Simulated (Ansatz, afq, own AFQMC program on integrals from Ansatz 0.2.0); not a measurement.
**AlP (triplet): quantum Monte Carlo beside coupled cluster at distance Al1–P2 = 2.641 Å, 6-31G, part 1 of 2**

How near does AFQMC come to the top of the ladder for AlP (triplet)?

Program: Ansatz 0.2.0, Gaussian basis, and an in-house AFQMC program (afq) on its integrals; all values are calculated. Level of theory: 6-31G, frozen cores. These are calculated values, not measurements.

To be run: Full CI; PBE (unrestricted); r2SCAN (unrestricted); PBE0 (unrestricted); B3LYP (unrestricted); wB97M-V (unrestricted); B2PLYP (unrestricted); CCSD(T) on UHF; Full CI; Full CI (quintet); CCSDT(Q) on UHF; CCSDTQ on UHF; Phaseless AFQMC, CISD trial on UHF; Phaseless AFQMC, single-determinant trial on UHF; Free-projection AFQMC, CISD trial on UHF.

4 further runs of the same task are left out: 1 for a known fault of the program, 3 that didn't finish.

## (1) The geometry

The geometry derives from a PBE0/def2-TZVP stationary point (not a proven minimum). One bond is set to the value named and the two fragments are kept rigid.

2 atoms, charge 0, spin multiplicity 3.

Atoms are counted from 1 here; the program's logs count them from 0.

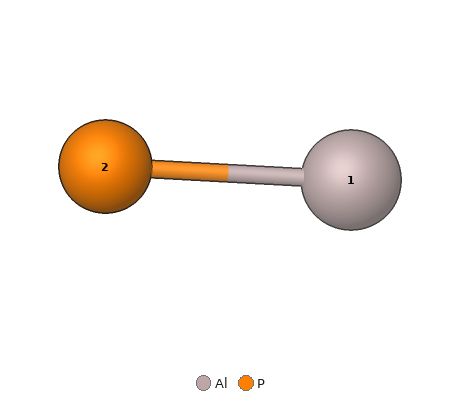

The structure; aluminium light grey, phosphorus orange; atoms are numbered from 1 in the order of the file.

## (2) Full CI

Contents of in.yaml:

```yaml
crystal:
  periodic: [false, false, false]
  atoms:
    - {symbol: Al, position_ang: [0.000000, 0.000000, 0.000000]}
    - {symbol: P, position_ang: [0.000000, 0.000000, 2.641000]}
basis:
  gaussian: {orbitals: 6-31G}
magnetization: {spin_polarized: false, initial_magnetization: 2}
correlation: {method: fci, electrons: outside_noble_gas}
```

Run with:

```console
$ ansatz run in.yaml --threads 1 --pin off --events-out ev --progress --plain --max-ram 16896MiB --backend cuda --devices 0, --max-vram 18GiB
```

Standard output (excerpt; [...] marks lines left out):

```text
Functional definition: HF
  name "HF"
  cite "Fock, Z. Phys. 61, 126 (1930) doi:10.1007/BF01340294"
  parent pbe
[...]
494 factors; integrals over basis functions are off by at most 9.7e-8 eV
[...]
mean field -15852.27714245 eV, -582.5604399258 hartree, gradient 8.6e-7 eV, S^2 2.000000; 10 other end points of the search recorded, 0 dependent functions left out
[...]
determinant -15852.27714245 eV, -582.5604399258 hartree, with singles and doubles -15854.24856225 eV, -582.6328882672 hartree
determinant -15851.53634122 eV, -582.5332159827 hartree, with singles and doubles -15853.85436337 eV, -582.6184017252 hartree
determinant -15852.27714245 eV, -582.5604399258 hartree, with singles and doubles -15854.24891897 eV, -582.6329013763 hartree
determinant -15851.53634122 eV, -582.5332159827 hartree, with singles and doubles -15853.85298008 eV, -582.6183508903 hartree
10 core orbitals not correlated: weight in the atoms' cores, before any rotation towards them, 1.000 or more for the frozen orbitals, at most 0.000 for the correlated occupied ones
reference -15852.27714245 eV, -582.5604399258 hartree; 5, 3 occupied and 11, 13 virtual orbitals, 494 factors
state -15854.30608902 eV, -582.6350023368 hartree
Total energy: -15854.30608902 eV, -582.6350023368 hartree
```

It took 28 s on 1 × NVIDIA H100 80GB HBM3 with 1 thread of AMD EPYC 7R13 (Zen 3), shared host.

From the report: 827,648 determinants, symmetry A2.

## (3) PBE (unrestricted)

Contents of in.yaml:

```yaml
crystal:
  periodic: [false, false, false]
  atoms:
    - {symbol: Al, position_ang: [0.000000, 0.000000, 0.000000]}
    - {symbol: P, position_ang: [0.000000, 0.000000, 2.641000]}
basis:
  gaussian: {orbitals: 6-31G}
magnetization: {spin_polarized: true, initial_magnetization: 2}
hamiltonian: {xc: {name: PBE}}
output: {orbitals: {seedname: orbitals}}
```

Run with:

```console
$ ansatz run in.yaml --threads 1 --pin off --events-out ev --progress --plain --max-ram 5632MiB --backend cpu
```

Standard output:

```text
Functional definition: PBE
  name "PBE"
  cite "Perdew, Burke & Ernzerhof, Phys. Rev. Lett. 77, 3865 (1996) doi:10.1103/PhysRevLett.77.3865"
  parent pbe
  parameter kappa = 0.804
  parameter beta = 0.06672455060314922
  exchange = pbe_x(kappa = kappa, mu = beta*pi^2/3)
  correlation = pbe_c(beta = beta)
278 factors; integrals over basis functions are off by at most 1.1e-4 eV
mean field evaluation 1: about -15870.4594 eV, gradient 1.6e1 eV
mean field evaluation 2: about -15820.0740 eV, gradient 5.3e1 eV
mean field evaluation 4: about -15873.9192 eV, gradient 5.4e-1 eV
mean field evaluation 8: about -15873.9245 eV, gradient 2.1e-2 eV
mean field evaluation 16: about -15873.9245 eV, gradient 1.1e-5 eV
mean field evaluation 32: about -15870.4852 eV, gradient 5.2e0 eV
mean field evaluation 64: about -15872.8034 eV, gradient 3.8e0 eV
mean field -15873.92446185 eV, -583.3559642404 hartree, gradient 2.5e-6 eV, S^2 2.005802; 6 other end points of the search recorded, 0 dependent functions left out
reference -15873.92449218 eV, -583.3559653551 hartree; 15, 13 occupied and 11, 13 virtual orbitals, 278 factors
Total energy: -15873.92449218 eV, -583.3559653551 hartree
```

Wall time 1.3 s (1 thread of AMD EPYC 7R13 (Zen 3), shared host).

From the report: ⟨S²⟩ of the determinant 2.006 (pure triplet: 2.00).

## (4) r2SCAN (unrestricted)

Edit in.yaml of step 3 so:

```diff
@@ -8,3 +8,2 @@
 magnetization: {spin_polarized: true, initial_magnetization: 2}
-hamiltonian: {xc: {name: PBE}}
-output: {orbitals: {seedname: orbitals}}
+hamiltonian: {xc: {name: r2SCAN}}
```

Launched as before.

Standard output (excerpt; [...] marks lines left out):

```text
Functional definition: r2SCAN
  name "r2SCAN"
  cite "Furness, Kaplan, Ning, Perdew & Sun, J. Phys. Chem. Lett. 11, 8208 (2020) doi:10.1021/acs.jpclett.0c02405"
  cite "Furness, Kaplan, Ning, Perdew & Sun, J. Phys. Chem. Lett. 11, 9248 (2020) doi:10.1021/acs.jpclett.0c03077"
  parent r2scan
[...]
278 factors; integrals over basis functions are off by at most 1.1e-4 eV
[...]
mean field -15880.31220833 eV, -583.5907095938 hartree, gradient 4.4e-6 eV, S^2 2.010376; 5 other end points of the search recorded, 0 dependent functions left out
reference -15880.31222037 eV, -583.5907100362 hartree; 15, 13 occupied and 11, 13 virtual orbitals, 278 factors
Total energy: -15880.31222037 eV, -583.5907100362 hartree
```

Wall time 3.2 s (1 thread of AMD EPYC 7R13 (Zen 3), shared host).

From the report: ⟨S²⟩ of the determinant 2.010 (pure triplet: 2.00).

## (5) PBE0 (unrestricted)

Edit in.yaml of step 4 so:

```diff
@@ -8,2 +8,3 @@
 magnetization: {spin_polarized: true, initial_magnetization: 2}
-hamiltonian: {xc: {name: r2SCAN}}
+hamiltonian: {xc: {name: PBE0}}
+output: {orbitals: {seedname: orbitals}}
```

The command is unchanged.

Standard output (excerpt; [...] marks lines left out):

```text
Functional definition: PBE0
  name "PBE0"
  cite "Adamo & Barone, J. Chem. Phys. 110, 6158 (1999) doi:10.1063/1.478522"
  cite "Perdew, Burke & Ernzerhof, Phys. Rev. Lett. 77, 3865 (1996) doi:10.1103/PhysRevLett.77.3865"
  parent pbe
[...]
278 factors; integrals over basis functions are off by at most 1.1e-4 eV
[...]
mean field -15875.29409405 eV, -583.4062972956 hartree, gradient 4.3e-6 eV, S^2 2.008119; 3 other end points of the search recorded, 0 dependent functions left out
reference -15875.29411687 eV, -583.4062981343 hartree; 15, 13 occupied and 11, 13 virtual orbitals, 278 factors
Total energy: -15875.29411687 eV, -583.4062981343 hartree
```

Run time: 1.1 s. Hardware: 1 thread of AMD EPYC 7R13 (Zen 3), shared host.

From the report: ⟨S²⟩ of the determinant 2.008 (pure triplet: 2.00).

## (6) B3LYP (unrestricted)

Edit in.yaml of step 5 so:

```diff
@@ -8,3 +8,2 @@
 magnetization: {spin_polarized: true, initial_magnetization: 2}
-hamiltonian: {xc: {name: PBE0}}
-output: {orbitals: {seedname: orbitals}}
+hamiltonian: {xc: {name: B3LYP}}
```

Launched as before.

Standard output (excerpt; [...] marks lines left out):

```text
Functional definition: B3LYP
  name "B3LYP"
  cite "Stephens, Devlin, Chabalowski & Frisch, J. Phys. Chem. 98, 11623 (1994) doi:10.1021/j100096a001"
  cite "Becke, Phys. Rev. A 38, 3098 (1988) doi:10.1103/PhysRevA.38.3098"
  cite "Lee, Yang & Parr, Phys. Rev. B 37, 785 (1988) doi:10.1103/PhysRevB.37.785"
  cite "Vosko, Wilk & Nusair, Can. J. Phys. 58, 1200 (1980) doi:10.1139/p80-159"
[...]
278 factors; integrals over basis functions are off by at most 1.1e-4 eV
[...]
mean field -15882.97403228 eV, -583.6885298200 hartree, gradient 1.1e-5 eV, S^2 2.005647; 5 other end points of the search recorded, 0 dependent functions left out
reference -15882.97422465 eV, -583.6885368894 hartree; 15, 13 occupied and 11, 13 virtual orbitals, 278 factors
Total energy: -15882.97422465 eV, -583.6885368894 hartree
```

It took 1.4 s on 1 thread of AMD EPYC 7R13 (Zen 3), shared host.

From the report: ⟨S²⟩ of the determinant 2.006 (pure triplet: 2.00).

## (7) wB97M-V (unrestricted)

Edit in.yaml of step 6 so:

```diff
@@ -8,2 +8,3 @@
 magnetization: {spin_polarized: true, initial_magnetization: 2}
-hamiltonian: {xc: {name: B3LYP}}
+hamiltonian: {xc: {name: wB97M-V}}
+output: {orbitals: {seedname: orbitals}}
```

The command is unchanged.

Standard output (excerpt; [...] marks lines left out):

```text
Functional definition: wB97M-V
  name "wB97M-V"
  cite "Mardirossian & Head-Gordon, J. Chem. Phys. 144, 214110 (2016) doi:10.1063/1.4952647"
  cite "Becke, J. Chem. Phys. 107, 8554 (1997) doi:10.1063/1.475007"
  cite "Vydrov & Van Voorhis, J. Chem. Phys. 133, 244103 (2010) doi:10.1063/1.3521275"
  # Of w^i u^j: cxij and so on, Table III.
[...]
  gx(w, u) = 1 - cx + cx01*u + cx10*w
  gss(w, u) = css00 + css04*u^4 + css10*w + css20*w^2 + css43*w^4*u^3
  gos(w, u) = cos00 + cos10*w + (cos20 + cos21*u)*w^2 + (cos60 + cos61*u)*w^6
[...]
      + integral(e_c_pw_mod_opposite_spin*gos(b97_w_opposite, b97_u_opposite)) + vv10(b, c)
278 factors; integrals over basis functions are off by at most 1.1e-4 eV
123 factors; integrals over basis functions are off by at most 6.0e-6 eV
[...]
mean field -15880.99424902 eV, -583.6157741270 hartree, gradient 2.2e-5 eV, S^2 2.006176; 2 other end points of the search recorded, 0 dependent functions left out
reference -15880.99428071 eV, -583.6157752916 hartree; 15, 13 occupied and 11, 13 virtual orbitals, 278 factors
Total energy: -15880.99428071 eV, -583.6157752916 hartree
```

Wall time 4.5 s (1 thread of AMD EPYC 7R13 (Zen 3), shared host).

From the report: ⟨S²⟩ of the determinant 2.006 (pure triplet: 2.00).

## (8) B2PLYP (unrestricted)

Edit in.yaml of step 7 so:

```diff
@@ -8,3 +8,3 @@
 magnetization: {spin_polarized: true, initial_magnetization: 2}
-hamiltonian: {xc: {name: wB97M-V}}
-output: {orbitals: {seedname: orbitals}}
+hamiltonian: {xc: {name: B2PLYP}}
+correlation: {electrons: outside_noble_gas}
```

Launched as before.

Standard output (excerpt; [...] marks lines left out):

```text
Functional definition: B2PLYP
  name "B2PLYP"
  cite "Grimme, J. Chem. Phys. 124, 034108 (2006) doi:10.1063/1.2148954"
  cite "Becke, Phys. Rev. A 38, 3098 (1988) doi:10.1103/PhysRevA.38.3098"
  cite "Lee, Yang & Parr, Phys. Rev. B 37, 785 (1988) doi:10.1103/PhysRevB.37.785"
[...]
278 factors; integrals over basis functions are off by at most 1.1e-4 eV
[...]
mean field -15873.99662641 eV, -583.3586162392 hartree, gradient 2.3e-6 eV, S^2 2.011754; 7 other end points of the search recorded, 0 dependent functions left out
10 core orbitals not correlated: weight in the atoms' cores, before any rotation towards them, 1.000 or more for the frozen orbitals, at most 0.000 for the correlated occupied ones
reference -15873.99674846 eV, -583.3586207243 hartree; 5, 3 occupied and 11, 13 virtual orbitals, 278 factors
second order -1.83572794 eV of doubles, -0.00000000 eV of singles
Total energy: -15874.49239500 eV, -583.3768353988 hartree
```

Run time: 1.9 s. Hardware: 1 thread of AMD EPYC 7R13 (Zen 3), shared host.

From the report: ⟨S²⟩ of the determinant 2.012 (pure triplet: 2.00).

## (9) CCSD(T) on UHF

Edit in.yaml of step 8 so:

```diff
@@ -8,3 +8,2 @@
 magnetization: {spin_polarized: true, initial_magnetization: 2}
-hamiltonian: {xc: {name: B2PLYP}}
-correlation: {electrons: outside_noble_gas}
+correlation: {method: ccsd_t, electrons: outside_noble_gas, hamiltonian_folder: ham}
```

Run with:

```console
$ ansatz run in.yaml --threads 1 --pin off --events-out ev --progress --plain --max-ram 16896MiB --backend cuda --devices 0, --max-vram 18GiB
```

Standard output (excerpt; [...] marks lines left out):

```text
Functional definition: HF
  name "HF"
  cite "Fock, Z. Phys. 61, 126 (1930) doi:10.1007/BF01340294"
  parent pbe
[...]
278 factors; integrals over basis functions are off by at most 1.1e-4 eV
[...]
mean field -15852.34196966 eV, -582.5628222816 hartree, gradient 2.6e-8 eV, S^2 2.040530; 19 other end points of the search recorded, 0 dependent functions left out
determinant -15852.34196966 eV, -582.5628222816 hartree, with singles and doubles -15854.25044859 eV, -582.6329575886 hartree
determinant -15851.79515311 eV, -582.5427271443 hartree, with singles and doubles -15853.85677561 eV, -582.6184903737 hartree
determinant -15850.37628160 eV, -582.4905845777 hartree, with singles and doubles -15852.06737874 eV, -582.5527312514 hartree
determinant -15850.23113746 eV, -582.4852506291 hartree, with singles and doubles -15852.04060042 eV, -582.5517471666 hartree
[...]
determinant -15849.02409040 eV, -582.4408924678 hartree, with singles and doubles -15850.82050519 eV, -582.5069094937 hartree
determinant -15848.94860670 eV, -582.4381184932 hartree, with singles and doubles -15850.84951919 eV, -582.5079757387 hartree
determinant -15852.34196966 eV, -582.5628222816 hartree, with singles and doubles -15854.25107745 eV, -582.6329806989 hartree
determinant -15851.79515311 eV, -582.5427271443 hartree, with singles and doubles -15853.87876101 eV, -582.6192983223 hartree
10 core orbitals not correlated: weight in the atoms' cores, before any rotation towards them, 1.000 or more for the frozen orbitals, at most 0.000 for the correlated occupied ones
reference -15852.34196966 eV, -582.5628222816 hartree; 5, 3 occupied and 11, 13 virtual orbitals, 278 factors
second order -1.31061836 eV of doubles, -0.00000000 eV of singles
cycle   1  -1.90910345 eV  change    4.3e-6 eV  update   3.0e-6
perturbative correction -0.03707521 eV, -0.0013624889 hartree
Total energy: -15854.28814832 eV, -582.6343430283 hartree
```

Run time: 40 s. Hardware: 1 × NVIDIA H100 80GB HBM3 with 1 thread of AMD EPYC 7R13 (Zen 3), shared host.

From the report: ⟨S²⟩ of the determinant 2.041 (pure triplet: 2.00); correlation -1.9462 eV; T1 0.025; largest double amplitude 0.09.

This run also writes the integrals to the folder ham.

## (10) Full CI

Contents of in.yaml:

```yaml
hamiltonian:
  integrals:
    folder: ../ham
correlation: {method: fci}
```

Same command.

Standard output:

```text
Functional definition: HF
  name "HF"
  cite "Fock, Z. Phys. 61, 126 (1930) doi:10.1007/BF01340294"
  parent pbe
  exchange = exact_x
  correlation = 0
reference -15852.34196966 eV, -582.5628222816 hartree; 5, 3 occupied and 11, 13 virtual orbitals, 278 factors
state -15854.30610716 eV, -582.6350030035 hartree
Total energy: -15854.30610716 eV, -582.6350030035 hartree
```

Run time: 26 s. Hardware: 1 × NVIDIA H100 80GB HBM3 with 1 thread of AMD EPYC 7R13 (Zen 3), shared host.

From the report: 612,960 determinants.

## (11) Full CI (quintet)

Contents of in.yaml:

```yaml
crystal:
  periodic: [false, false, false]
  atoms:
    - {symbol: Al, position_ang: [0.000000, 0.000000, 0.000000]}
    - {symbol: P, position_ang: [0.000000, 0.000000, 2.641000]}
basis:
  gaussian: {orbitals: 6-31G}
magnetization: {spin_polarized: false, initial_magnetization: 4}
correlation: {method: fci, electrons: outside_noble_gas}
```

The command is unchanged.

Standard output:

```text
Functional definition: HF
  name "HF"
  cite "Fock, Z. Phys. 61, 126 (1930) doi:10.1007/BF01340294"
  parent pbe
  exchange = exact_x
  correlation = 0
494 factors; integrals over basis functions are off by at most 9.7e-8 eV
mean field evaluation 1: about -15850.6667 eV, gradient 5.8e0 eV
mean field evaluation 2: about -15850.6695 eV, gradient 5.8e0 eV
mean field evaluation 4: about -15851.2188 eV, gradient 7.2e-1 eV
mean field evaluation 8: about -15851.2323 eV, gradient 7.3e-2 eV
mean field evaluation 16: about -15851.2454 eV, gradient 6.7e-1 eV
mean field -15851.23255844 eV, -582.5220521714 hartree, gradient 8.8e-7 eV, S^2 6.000000; 2 other end points of the search recorded, 0 dependent functions left out
mean field evaluation 32: about -15851.3117 eV, gradient 1.6e0 eV
10 core orbitals not correlated: weight in the atoms' cores, before any rotation towards them, 1.000 or more for the frozen orbitals, at most 0.000 for the correlated occupied ones
reference -15851.23255844 eV, -582.5220521714 hartree; 6, 2 occupied and 10, 14 virtual orbitals, 494 factors
state -15852.84184952 eV, -582.5811925278 hartree
Total energy: -15852.84184952 eV, -582.5811925278 hartree
```

It took 15 s on 1 × NVIDIA H100 80GB HBM3 with 1 thread of AMD EPYC 7R13 (Zen 3), shared host.

From the report: 240,128 determinants, symmetry B2.

## (12) CCSDT(Q) on UHF

Contents of in.yaml:

```yaml
crystal:
  periodic: [false, false, false]
  atoms:
    - {symbol: Al, position_ang: [0.000000, 0.000000, 0.000000]}
    - {symbol: P, position_ang: [0.000000, 0.000000, 2.641000]}
basis:
  gaussian: {orbitals: 6-31G}
magnetization: {spin_polarized: true, initial_magnetization: 2}
correlation: {method: ccsdt_q, electrons: outside_noble_gas}
```

Same command.

Standard output (excerpt; [...] marks lines left out):

```text
Functional definition: HF
  name "HF"
  cite "Fock, Z. Phys. 61, 126 (1930) doi:10.1007/BF01340294"
  parent pbe
[...]
494 factors; integrals over basis functions are off by at most 9.7e-8 eV
[...]
mean field -15852.34199064 eV, -582.5628230526 hartree, gradient 1.5e-6 eV, S^2 2.040531; 19 other end points of the search recorded, 0 dependent functions left out
determinant -15852.34199064 eV, -582.5628230526 hartree, with singles and doubles -15854.25047172 eV, -582.6329584388 hartree
determinant -15851.79518870 eV, -582.5427284520 hartree, with singles and doubles -15853.85682112 eV, -582.6184920461 hartree
determinant -15850.37636629 eV, -582.4905876902 hartree, with singles and doubles -15852.06746935 eV, -582.5527345814 hartree
determinant -15850.23122802 eV, -582.4852539572 hartree, with singles and doubles -15852.04068326 eV, -582.5517502107 hartree
[...]
determinant -15848.94871820 eV, -582.4381225904 hartree, with singles and doubles -15850.84960650 eV, -582.5079789471 hartree
determinant -15852.34199064 eV, -582.5628230526 hartree, with singles and doubles -15854.25110059 eV, -582.6329815493 hartree
determinant -15851.79518870 eV, -582.5427284520 hartree, with singles and doubles -15853.87880575 eV, -582.6192999664 hartree
10 core orbitals not correlated: weight in the atoms' cores, before any rotation towards them, 1.000 or more for the frozen orbitals, at most 0.000 for the correlated occupied ones
reference -15852.34199064 eV, -582.5628230526 hartree; 5, 3 occupied and 11, 13 virtual orbitals, 494 factors
second order -1.31064801 eV of doubles, -0.00000000 eV of singles
cycle   1  -1.65956906 eV  change   -3.5e-1 eV  update   8.1e-2
[...]
cycle  18  -1.96111855 eV  change   -2.2e-7 eV  update   7.3e-7
perturbative correction -0.00285993 eV, -0.0001051003 hartree
Total energy: -15854.30596911 eV, -582.6349979302 hartree
```

Wall time 39 s (1 × NVIDIA H100 80GB HBM3 with 1 thread of AMD EPYC 7R13 (Zen 3), shared host).

From the report: ⟨S²⟩ of the determinant 2.041 (pure triplet: 2.00); correlation -1.9640 eV; T1 0.025; largest double amplitude 0.09.

## (13) CCSDTQ on UHF

Edit in.yaml of step 12 so:

```diff
@@ -8,2 +8,2 @@
 magnetization: {spin_polarized: true, initial_magnetization: 2}
-correlation: {method: ccsdt_q, electrons: outside_noble_gas}
+correlation: {method: ccsdtq, electrons: outside_noble_gas}
```

The command is unchanged.

Standard output (excerpt; [...] marks lines left out):

```text
Functional definition: HF
  name "HF"
  cite "Fock, Z. Phys. 61, 126 (1930) doi:10.1007/BF01340294"
  parent pbe
[...]
494 factors; integrals over basis functions are off by at most 9.7e-8 eV
[...]
mean field -15852.34199064 eV, -582.5628230526 hartree, gradient 1.5e-6 eV, S^2 2.040531; 19 other end points of the search recorded, 0 dependent functions left out
determinant -15852.34199064 eV, -582.5628230526 hartree, with singles and doubles -15854.25047172 eV, -582.6329584388 hartree
determinant -15851.79518870 eV, -582.5427284520 hartree, with singles and doubles -15853.85682112 eV, -582.6184920461 hartree
determinant -15850.37636629 eV, -582.4905876902 hartree, with singles and doubles -15852.06746935 eV, -582.5527345814 hartree
determinant -15850.23122802 eV, -582.4852539572 hartree, with singles and doubles -15852.04068326 eV, -582.5517502107 hartree
[...]
determinant -15849.02417796 eV, -582.4408956854 hartree, with singles and doubles -15850.82052184 eV, -582.5069101054 hartree
determinant -15848.94871820 eV, -582.4381225904 hartree, with singles and doubles -15850.84960650 eV, -582.5079789471 hartree
determinant -15852.34199064 eV, -582.5628230526 hartree, with singles and doubles -15854.25110059 eV, -582.6329815493 hartree
determinant -15851.79518870 eV, -582.5427284520 hartree, with singles and doubles -15853.87880575 eV, -582.6192999664 hartree
10 core orbitals not correlated: weight in the atoms' cores, before any rotation towards them, 1.000 or more for the frozen orbitals, at most 0.000 for the correlated occupied ones
reference -15852.34199064 eV, -582.5628230526 hartree; 5, 3 occupied and 11, 13 virtual orbitals, 494 factors
second order -1.31064801 eV of doubles, -0.00000000 eV of singles
cycle   1  -1.65956956 eV  change   -3.5e-1 eV  update   8.1e-2
[...]
cycle  21  -1.96415010 eV  change   -1.6e-7 eV  update   5.6e-7
Total energy: -15854.30614074 eV, -582.6350042376 hartree
```

It took 65 s on 1 × NVIDIA H100 80GB HBM3 with 1 thread of AMD EPYC 7R13 (Zen 3), shared host.

From the report: ⟨S²⟩ of the determinant 2.041 (pure triplet: 2.00); correlation -1.9642 eV; T1 0.025; largest double amplitude 0.09.

(Continued in part 2 of 2.)
